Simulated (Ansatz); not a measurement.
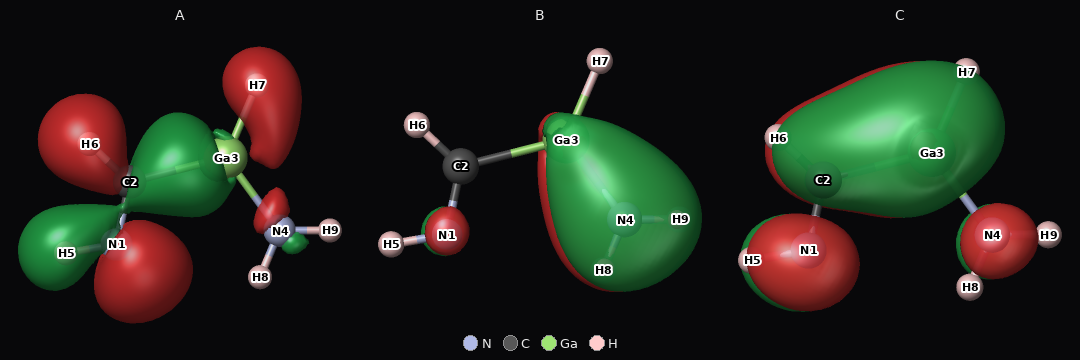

Figure. CH5GaN2. Three frontier orbitals at ±0.08 Å⁻³ᐟ² (green and red are the two phases), in no order.

Geometry: PBE0-D4/def2-TZVP.

Level of theory: Ansatz, RKS PBE0-D4/def2-TZVPP.

```
atom    x (Å)    y (Å)    z (Å)
   N  -1.5084   0.9724   0.0326
   C  -0.2917   1.3099   0.1843
  Ga   1.0463  -0.1538   0.0612
   N   0.2762  -1.7552  -0.2571
   H  -2.1401   1.7750   0.1084
   H  -0.0092   2.3577   0.3727
   H   2.5962  -0.0365   0.2072
   H  -0.7228  -1.8364  -0.3518
   H   0.7535  -2.6332  -0.3574
```

Q: Order the three orbitals by energy and name them.

A: B is the HOMO−1 (−7.21 eV). By Hirshfeld shares it lies mainly on N4 (about 70 %) and Ga3 (about 15 %); it changes sign across the molecular plane (π type). A is the HOMO (−6.91 eV). By Hirshfeld shares it lies mainly on N1 (about 45 %), C2 (about 20 %), Ga3 (about 15 %), H6 (about 10 %) and H5 (about 5 %); it is symmetric in the molecular plane (an in-plane orbital: σ, lone-pair or in-plane π type). C is the LUMO (−1.40 eV). It lies mainly on Ga3 (about 40 %), C2 (about 25 %) and N1 (about 20 %); it changes sign across the molecular plane (π type); π-bonding across C2–Ga3; π-antibonding (a node) across N1–C2.

Q: What is the HOMO–LUMO gap?

A: 5.51 eV between the orbital energies.
